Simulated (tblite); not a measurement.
# Geometry relaxation, with input and output: C5H12GeO3 (part 2 of 2)

Continued. System: C5H12GeO3. Method: GFN2-xTB geometry optimisation, gas phase (tblite 0.8.0). 

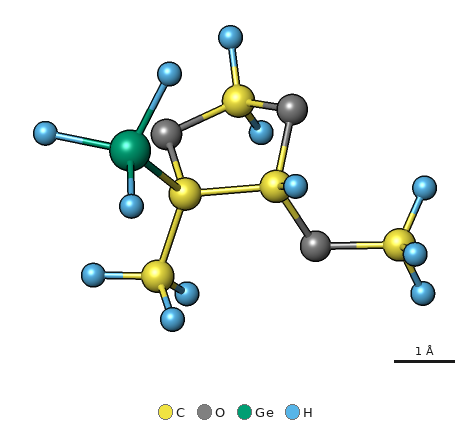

*The geometry at step 106 of the log (ball-and-stick view, seen at a tilt).*

**Trajectory as extended XYZ, continued**
```
21
Properties=species:S:1:pos:R:3:forces:R:3 step=66 energy=-842.14040
C     2.7519   -0.7457    0.2020    0.0100   0.0010   0.0030
O     1.4811   -0.5543   -0.3841   -0.0010  -0.0080  -0.0100
C     0.5111   -0.1155    0.5105    0.0010  -0.0090  -0.0120
O     0.7337    1.2033    0.9443    0.0010  -0.0040   0.0010
C     0.2231    1.9889   -0.0963    0.0030  -0.0020   0.0100
O    -0.9499    1.3732   -0.5300   -0.0100  -0.0130  -0.0030
C    -0.8600   -0.0199   -0.1710    0.0050  -0.0100  -0.0120
C    -1.0138   -0.9084   -1.3890   -0.0060   0.0000  -0.0010
Ge   -2.3122   -0.1732    1.1811    0.0050   0.0150  -0.0040
H     3.4232   -1.0075   -0.6124    0.0030  -0.0110  -0.0040
H     3.0996    0.1664    0.6938    0.0010   0.0200   0.0030
H     2.7199   -1.5588    0.9358   -0.0120  -0.0060   0.0090
H     0.5000   -0.7523    1.4108    0.0010   0.0110   0.0000
H     0.9521    2.0494   -0.9251    0.0070   0.0000  -0.0040
H     0.0042    2.9868    0.2902   -0.0010   0.0190  -0.0070
H    -0.9828   -1.9515   -1.0795    0.0120   0.0120   0.0000
H    -0.2171   -0.7250   -2.1060   -0.0090   0.0000   0.0150
H    -1.9737   -0.7004   -1.8573    0.0010   0.0050   0.0040
H    -2.4700   -1.5476    1.7701   -0.0090  -0.0150  -0.0140
H    -2.0379    0.7860    2.2895    0.0010   0.0010   0.0180
H    -3.5913    0.2231    0.5231   -0.0040  -0.0040   0.0080
21
Properties=species:S:1:pos:R:3:forces:R:3 step=79 energy=-842.14217
C     2.7513   -0.7455    0.2130   -0.0050   0.0050   0.0010
O     1.4835   -0.5533   -0.3814    0.0190  -0.0080  -0.0020
C     0.5121   -0.1074    0.5080    0.0200  -0.0020  -0.0050
O     0.7364    1.2136    0.9365   -0.0020  -0.0020  -0.0130
C     0.2289    1.9940   -0.1094   -0.0170   0.0060  -0.0070
O    -0.9474    1.3787   -0.5371    0.0100   0.0000   0.0000
C    -0.8597   -0.0125   -0.1726    0.0090  -0.0020   0.0190
C    -1.0216   -0.9044   -1.3860    0.0040   0.0080  -0.0010
Ge   -2.3080   -0.1801    1.1821   -0.0040  -0.0180   0.0090
H     3.4189   -1.0440   -0.5924   -0.0080  -0.0040   0.0180
H     3.1127    0.1768    0.6774   -0.0090  -0.0040  -0.0150
H     2.7045   -1.5336    0.9742   -0.0060   0.0080  -0.0200
H     0.5029   -0.7405    1.4109   -0.0210   0.0160   0.0120
H     0.9599    2.0467   -0.9384   -0.0230  -0.0100   0.0110
H     0.0097    2.9967    0.2657    0.0180  -0.0010   0.0080
H    -0.9751   -1.9467   -1.0772    0.0090   0.0010   0.0060
H    -0.2381   -0.7120   -2.1138    0.0170  -0.0030  -0.0110
H    -1.9902   -0.7045   -1.8389   -0.0090  -0.0030  -0.0130
H    -2.4757   -1.5805    1.7080    0.0000   0.0200   0.0050
H    -2.0248    0.7342    2.3281   -0.0030  -0.0200  -0.0050
H    -3.5891    0.2413    0.5440    0.0000   0.0130   0.0030
21
Properties=species:S:1:pos:R:3:forces:R:3 step=92 energy=-842.14381
C     2.7447   -0.7485    0.2220    0.0060   0.0030   0.0010
O     1.4793   -0.5665   -0.3783   -0.0160   0.0130   0.0130
C     0.5127   -0.0984    0.5052   -0.0170   0.0080   0.0100
O     0.7476    1.2251    0.9184    0.0280   0.0010  -0.0020
C     0.2289    2.0013   -0.1253   -0.0050  -0.0170   0.0110
O    -0.9583    1.3902   -0.5250   -0.0080  -0.0260  -0.0120
C    -0.8612   -0.0037   -0.1724   -0.0110  -0.0140  -0.0060
C    -1.0161   -0.8960   -1.3882    0.0000  -0.0020  -0.0010
Ge   -2.3073   -0.1949    1.1848    0.0020   0.0090  -0.0160
H     3.4106   -1.0873   -0.5677   -0.0020  -0.0130  -0.0120
H     3.1153    0.1881    0.6469    0.0060   0.0150   0.0070
H     2.6874   -1.5027    1.0149    0.0060  -0.0120   0.0020
H     0.4966   -0.7181    1.4180    0.0040   0.0060  -0.0020
H     0.9461    2.0394   -0.9667   -0.0160   0.0020   0.0040
H     0.0260    3.0080    0.2481    0.0050  -0.0040  -0.0120
H    -0.9490   -1.9365   -1.0754   -0.0030   0.0100  -0.0060
H    -0.2394   -0.6977   -2.1230    0.0000   0.0200   0.0220
H    -1.9907   -0.7158   -1.8380    0.0100   0.0050   0.0070
H    -2.4957   -1.6096    1.6592   -0.0070  -0.0020  -0.0040
H    -2.0040    0.6599    2.3713    0.0070  -0.0010  -0.0150
H    -3.5825    0.2805    0.5718    0.0100  -0.0010   0.0100
21
Properties=species:S:1:pos:R:3:forces:R:3 step=106 energy=-842.14547
C     2.7403   -0.7557    0.2295   -0.0040   0.0040  -0.0010
O     1.4683   -0.5862   -0.3611    0.0080   0.0050  -0.0110
C     0.5104   -0.0900    0.5162    0.0130  -0.0020   0.0000
O     0.7605    1.2392    0.8989   -0.0050   0.0050   0.0060
C     0.2183    2.0008   -0.1434   -0.0030  -0.0020  -0.0040
O    -0.9807    1.3892   -0.5011   -0.0120   0.0050   0.0070
C    -0.8658   -0.0062   -0.1613    0.0080   0.0020  -0.0050
C    -1.0001   -0.8837   -1.3894   -0.0010  -0.0040  -0.0050
Ge   -2.3124   -0.2114    1.1873    0.0050  -0.0040   0.0040
H     3.3920   -1.1297   -0.5568   -0.0080  -0.0090   0.0040
H     3.1241    0.1936    0.6130    0.0010   0.0010   0.0090
H     2.6870   -1.4796    1.0507    0.0130  -0.0020  -0.0020
H     0.4957   -0.6887    1.4427    0.0000  -0.0050   0.0100
H     0.9126    2.0217   -1.0038    0.0050   0.0030  -0.0040
H     0.0291    3.0144    0.2178    0.0040  -0.0020  -0.0080
H    -0.9161   -1.9274   -1.0946   -0.0020  -0.0070   0.0030
H    -0.2219   -0.6579   -2.1139   -0.0020   0.0060  -0.0070
H    -1.9747   -0.7120   -1.8412   -0.0040   0.0040  -0.0050
H    -2.5369   -1.6356    1.6144   -0.0070   0.0030   0.0030
H    -1.9638    0.5961    2.3934   -0.0090   0.0000   0.0090
H    -3.5747    0.3261    0.6034    0.0000  -0.0020  -0.0010
21
Properties=species:S:1:pos:R:3:forces:R:3 step=119 energy=-842.14576
C     2.7422   -0.7573    0.2330   -0.0010   0.0010  -0.0010
O     1.4704   -0.5858   -0.3572   -0.0010   0.0020   0.0010
C     0.5129   -0.0859    0.5184   -0.0030   0.0000  -0.0010
O     0.7622    1.2456    0.8945   -0.0010  -0.0020  -0.0030
C     0.2159    2.0008   -0.1504    0.0020   0.0010  -0.0020
O    -0.9873    1.3897   -0.4938    0.0040  -0.0010   0.0080
C    -0.8651   -0.0062   -0.1587   -0.0030  -0.0030   0.0070
C    -0.9986   -0.8792   -1.3907    0.0020   0.0020   0.0030
Ge   -2.3125   -0.2175    1.1900   -0.0030  -0.0010  -0.0020
H     3.3888   -1.1428   -0.5517    0.0040  -0.0040  -0.0020
H     3.1333    0.1925    0.6081   -0.0030   0.0030   0.0030
H     2.6888   -1.4742    1.0603   -0.0020  -0.0030  -0.0020
H     0.4989   -0.6805    1.4482    0.0010   0.0030  -0.0030
H     0.9053    2.0123   -1.0151    0.0000   0.0000  -0.0020
H     0.0321    3.0180    0.2028    0.0010   0.0010  -0.0020
H    -0.9098   -1.9244   -1.1017    0.0000   0.0000   0.0020
H    -0.2235   -0.6457   -2.1163    0.0000   0.0010  -0.0020
H    -1.9749   -0.7087   -1.8398    0.0010   0.0010   0.0030
H    -2.5522   -1.6431    1.6041    0.0030  -0.0010  -0.0010
H    -1.9654    0.5747    2.4071    0.0000   0.0000   0.0000
H    -3.5703    0.3346    0.6099   -0.0010  -0.0010  -0.0050
21
Properties=species:S:1:pos:R:3:forces:R:3 step=132 energy=-842.14588
C     2.7418   -0.7592    0.2331    0.0030  -0.0010   0.0000
O     1.4702   -0.5863   -0.3572    0.0010  -0.0030   0.0000
C     0.5152   -0.0837    0.5198    0.0020   0.0000   0.0000
O     0.7674    1.2487    0.8908    0.0030   0.0010   0.0010
C     0.2157    2.0009   -0.1535    0.0010  -0.0020   0.0000
O    -0.9915    1.3911   -0.4834   -0.0030   0.0020  -0.0030
C    -0.8646   -0.0060   -0.1536    0.0000   0.0030  -0.0020
C    -0.9976   -0.8755   -1.3881    0.0010   0.0010   0.0010
Ge   -2.3143   -0.2211    1.1903   -0.0020   0.0000   0.0030
H     3.3895   -1.1437   -0.5513   -0.0020   0.0000  -0.0010
H     3.1319    0.1902    0.6104    0.0010   0.0000   0.0010
H     2.6871   -1.4775    1.0592    0.0010  -0.0010  -0.0020
H     0.5048   -0.6756    1.4510   -0.0050   0.0020   0.0030
H     0.8984    2.0051   -1.0237    0.0020   0.0030  -0.0010
H     0.0376    3.0204    0.1956    0.0000  -0.0030  -0.0020
H    -0.9068   -1.9213   -1.1018    0.0000   0.0020  -0.0010
H    -0.2240   -0.6390   -2.1144   -0.0020   0.0000   0.0000
H    -1.9751   -0.7050   -1.8349    0.0030  -0.0020   0.0000
H    -2.5550   -1.6473    1.6014    0.0010  -0.0030   0.0000
H    -1.9713    0.5703    2.4090   -0.0020   0.0010   0.0000
H    -3.5682    0.3313    0.6023   -0.0020  -0.0020   0.0020
21
Properties=species:S:1:pos:R:3:forces:R:3 step=146 energy=-842.14600
C     2.7413   -0.7647    0.2343   -0.0020   0.0010  -0.0010
O     1.4676   -0.5932   -0.3522   -0.0010   0.0010  -0.0010
C     0.5166   -0.0796    0.5231    0.0000   0.0000   0.0000
O     0.7760    1.2542    0.8838    0.0000   0.0000  -0.0020
C     0.2182    2.0032   -0.1597    0.0000   0.0010  -0.0010
O    -0.9934    1.3954   -0.4765    0.0030   0.0000   0.0000
C    -0.8646   -0.0018   -0.1493    0.0010   0.0000   0.0020
C    -0.9964   -0.8698   -1.3852    0.0010   0.0010   0.0000
Ge   -2.3173   -0.2258    1.1904    0.0010  -0.0010   0.0000
H     3.3875   -1.1445   -0.5536    0.0000  -0.0020   0.0000
H     3.1298    0.1846    0.6133    0.0010   0.0000   0.0020
H     2.6914   -1.4863    1.0579   -0.0030   0.0010   0.0000
H     0.5049   -0.6641    1.4590   -0.0010   0.0000   0.0000
H     0.8939    2.0025   -1.0354    0.0000  -0.0030   0.0010
H     0.0457    3.0246    0.1863   -0.0020   0.0000   0.0000
H    -0.9000   -1.9156   -1.1012    0.0000   0.0010   0.0000
H    -0.2261   -0.6287   -2.1134    0.0010   0.0010  -0.0010
H    -1.9759   -0.7031   -1.8290    0.0000  -0.0010  -0.0020
H    -2.5508   -1.6550    1.5954    0.0020   0.0010   0.0010
H    -1.9841    0.5646    2.4126    0.0000   0.0000   0.0010
H    -3.5731    0.3200    0.6001    0.0000  -0.0010   0.0000
```

The run was set up as follows.

**Input file**
```
{"job": {"xc": "GFN2-xTB", "basis": "xTB", "kind": "relax"}, "charge": 0, "multiplicity": 1}
C      2.720000    -0.881200     0.220500
O      1.532300    -0.507800    -0.479100
C      0.572100    -0.042000     0.449200
O      0.877200     1.274000     0.813900
C      0.149900     2.088500    -0.052200
O     -0.861800     1.368000    -0.734500
C     -0.800400     0.078400    -0.218800
C     -1.024800    -0.941600    -1.332200
Ge    -2.224600    -0.122000     1.120400
H      3.475000    -1.178700    -0.516700
H      3.120700    -0.028300     0.804900
H      2.522700    -1.755300     0.886000
H      0.492400    -0.691100     1.357500
H      0.849300     2.530400    -0.809000
H     -0.319000     2.925100     0.518700
H     -0.907100    -1.978600    -0.936200
H     -0.316300    -0.778700    -2.168600
H     -2.059800    -0.846500    -1.745400
H     -2.177900    -1.541600     1.730100
H     -2.021600     0.931500     2.248500
H     -3.607200     0.114500     0.444000
```

The first line tells a small driver script what to run in tblite; the rest is the geometry in Å.

Launch command:
```bash
OMP_NUM_THREADS=1 python <driver script> task.json out
```

**Key numbers**

| quantity | value |
| --- | --- |
| outcome | converged |
| total energy | −842.1460 eV |
| hardware | 1 CPU thread, shared host |
| wall time | 1.2 s |
| peak memory | 0.79 GiB |
